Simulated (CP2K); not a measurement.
Consider tetrafluoroethylene at its PBE geometry (Å).

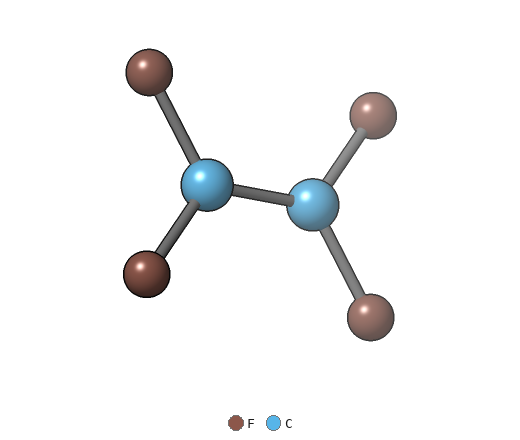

The molecule (fluorine brown, carbon blue).

```xyz
6

F    -1.3696    0.0028    1.1850
C    -0.6699   -0.0183    0.0406
F    -1.4794   -0.0926   -1.0209
C     0.6699    0.0183   -0.0406
F     1.3696   -0.0028   -1.1850
F     1.4794    0.0926    1.0209
```

Method: CP2K XAS_TDP, all-electron GAPW, PBEh(45%), aug-cc-pVDZ, TDA, no relativity.

**Question.** Where do the C K-edge lines lie, and how strong are they?

Leading lines: C2 286.23 eV. The leading line of an atom is its first one with 35 % of the strongest within 2.5 eV of its lowest line over the strength cut. 

The first six lines of each atom with a strength over 0.0015:

```csv
atom,energy (eV),states,"strength, one atom"
"C2 (bonded to C and 2 F), 2 alike",286.23,1,0.0658
,287.31,1,0.0535
,288.71,1,0.0215
,291.24,1,0.0016
,291.55,1,0.0075
,291.73,1,0.0049
```

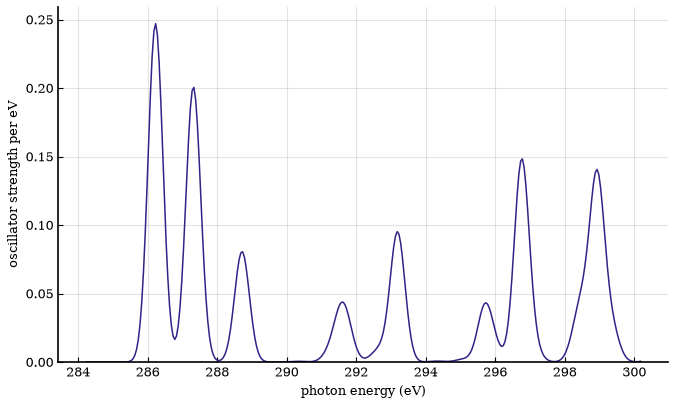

All atoms added, broadened by 0.5 eV.

Lines are vertical, at one geometry, with no vibrational structure. Without a correction of the core level, line positions, and the gaps between valence and Rydberg lines, follow the share of exact exchange. At this level such K lines come out 3 to 6 eV under measured ones. These values hold no scalar relativity, about 0.1 eV for C 1s. Rydberg lines, and the discretised continuum above threshold, depend on the basis and the box.

[Banner, clock and machine lines of the logs are left out without a mark of their own.]

[Logs are printed without paths, hosts, clocks, repeated set-up lines and the standing remarks that a program may print on its own settings, such as how far it seeks lower states.]

[Hosts, paths, dates, database ids (printed as entryN), source tags and the programs' standing remarks are cut or masked in the printed files.]
